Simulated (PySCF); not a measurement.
Ge(Vi)(OMe)(NH2)2, C3H10GeN2O, SMILES C=[CH][Ge]([NH2])([NH2])[O]C at its GFN2-xTB optimised geometry (Å):

```
17

C     -2.7399    -1.5628    -2.0615
C     -1.6520    -1.9599    -1.4275
Ge    -0.7787    -0.9104     0.0000
N     -1.4995     0.7771     0.0000
N      1.0545    -0.9104     0.0000
O     -1.0911    -1.5598     1.6269
C     -2.3579    -1.5728     2.2406
H     -3.2168    -2.1625    -2.8234
H     -3.1974    -0.6118    -1.8411
H     -1.2127    -2.9216    -1.6603
H     -1.3765     1.2851    -0.8643
H     -1.1393     1.3575     0.7468
H      1.4313    -1.3185     0.8449
H      1.4995    -1.3575    -0.7888
H     -2.9706    -2.3931     1.8580
H     -2.8931    -0.6342     2.0835
H     -2.1961    -1.7192     3.3102
```

Calculation: B3LYP/def2-SVP in PySCF 2.14.0. Cells within 0.4 Å of a nucleus heavier than hydrogen are left out (blank, or x).

Map of the deformation density (molecule minus spherical neutral atoms) (e/bohr³) on the plane z = 0.0 Å:

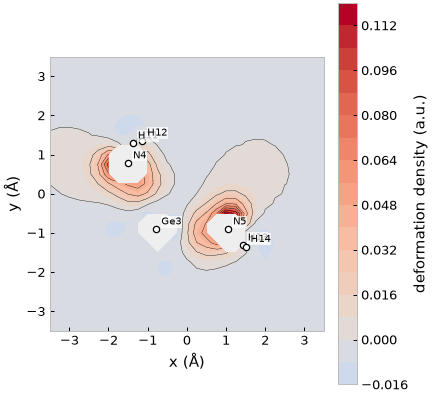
Deformation density (molecule minus spherical neutral atoms) (e/bohr³) on the plane z = 0.0 Å.
